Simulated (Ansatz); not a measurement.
Process, species as SMILES: C=CCl → 2 C atom + Cl atom + 3 H atom
B3LYP-D3(BJ)/def2-TZVP geometries, fixed; electronic energies without zero-point terms.
Largest species:
```xyz
6

C      0.0112     0.7589    -0.0124
C      1.3049     1.0233     0.0034
Cl    -0.6370    -0.8532     0.0042
H     -0.7591     1.5163    -0.0370
H      2.0529     0.2431     0.0280
H      1.6388     2.0524    -0.0084
```

Basis-set convergence of the atomisation energy at PBE with Ansatz (a program for electronic structure). Cartesian d functions, on some or all atoms, in 6-31+G*, 6-311+G**; all else is spherical. The program fits the integrals of some runs and decomposes those of others, by size. Open shells are unrestricted. No added dispersion term, no relativity. Functions are those of the species that has most. Reference: the value in aug-pcseg-3, 557.72 kcal/mol, itself unsure by roughly 0.17 kcal/mol (its mean distance from aug-cc-pV(Q+d)Z, def2-QZVPPD, pcseg-3). Deviations are taken from unrounded values.

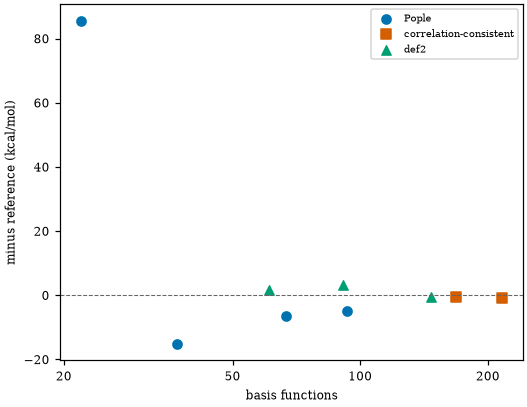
*Deviation from the reference against the number of basis functions, by family of sets.*

| basis | functions | atomisation energy (kcal/mol) | minus reference (kcal/mol) |
|---|---|---|---|
| STO-3G | 22 | 643.35 | 85.63 |
| 3-21G | 37 | 542.46 | -15.26 |
| def2-SVP | 61 | 559.40 | 1.68 |
| 6-31+G* | 67 | 551.29 | -6.43 |
| def2-SVPD | 91 | 560.88 | 3.16 |
| 6-311+G** | 93 | 552.91 | -4.80 |
| def2-TZVPD | 147 | 557.28 | -0.44 |
| jun-cc-pV(T+d)Z | 168 | 557.07 | -0.65 |
| aug-cc-pV(T+d)Z | 216 | 556.90 | -0.82 |
